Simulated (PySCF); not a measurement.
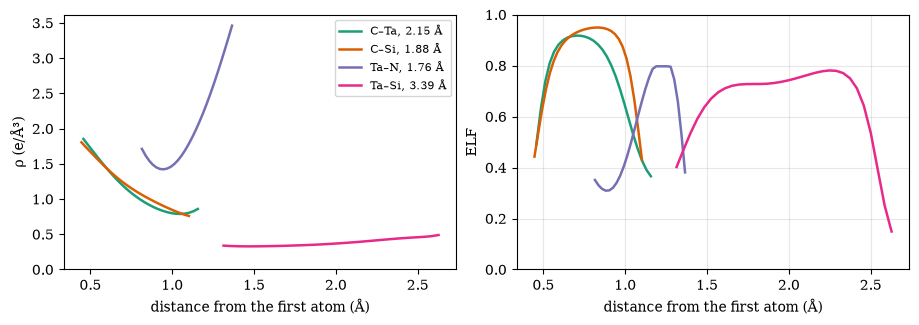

Figure. C3H16NSi3Ta (Ta(NH)(CH2SiH3)3). Electron density and electron localisation function along straight lines between neighbouring atoms. The curves leave out the atomic cores.

Geometry: PBE0-D3(BJ)/def2-SVP; core potentials replace the inner electrons of Ta.

The calculation used PySCF, PBE0/def2-SVPD, SCF density, gas phase, scalar-relativistic core potentials on the heavy atoms.

Input

```
{"job": {"kind": "uv", "xc": "PBE0", "basis": "def2-SVPD", "ip": false, "nstates": 10}, "charge": 0, "multiplicity": 1}
Ta    -0.001272    -0.019171    -0.119889
N     -0.017725    -0.017729     1.641825
H     -0.031859    -0.017600     2.654649
C      2.043012    -0.373664    -0.696987
Si     3.310377     0.694535     0.182369
H      2.279760    -1.434662    -0.486850
H      2.109922    -0.227112    -1.794648
H      2.859600     2.124140     0.209421
H      3.486339     0.231773     1.590763
H      4.646345     0.670975    -0.497543
C     -0.702854     1.925576    -0.716708
Si    -2.213793     2.539895     0.209509
H      0.123097     2.644057    -0.549074
H     -0.901431     1.891947    -1.807487
H     -3.250211     1.460140     0.293205
H     -1.836246     2.940697     1.597309
H     -2.860100     3.712435    -0.465385
C     -1.331308    -1.601465    -0.723405
Si    -1.134624    -3.192109     0.251085
H     -2.369407    -1.237095    -0.598452
H     -1.166715    -1.784936    -1.804809
H      0.317144    -3.537886     0.392485
H     -1.718082    -3.034347     1.616211
H     -1.797668    -4.358925    -0.417643
```

Run with:

```sh
OMP_NUM_THREADS=1 python probes_run.py task.json out
```

Q: Compare the contacts.

A: C–Ta (2.15 Å): ρ at the midpoint is about 0.79 e/Å³; the ELF peaks at about 0.90 in the valence shell of C, 0.7 Å from its nucleus, and is about 0.45 at the midpoint.
C–Si (1.88 Å): ρ is about 0.91 e/Å³ halfway; the ELF peaks at about 0.95 between the atoms, as expected for a shared electron pair.
Ta–N (1.76 Å): the density is about 1.5 e/Å³ at the midpoint; the ELF peaks at about 0.80 in the valence shell of N, 0.6 Å from its nucleus, and drops to about 0.30 between the two atoms.
Ta–Si (3.39 Å): ρ at the midpoint is about 0.34 e/Å³; the ELF peaks at about 0.80 in the valence shell of Si, 1.1 Å from its nucleus, and is about 0.75 at the midpoint.
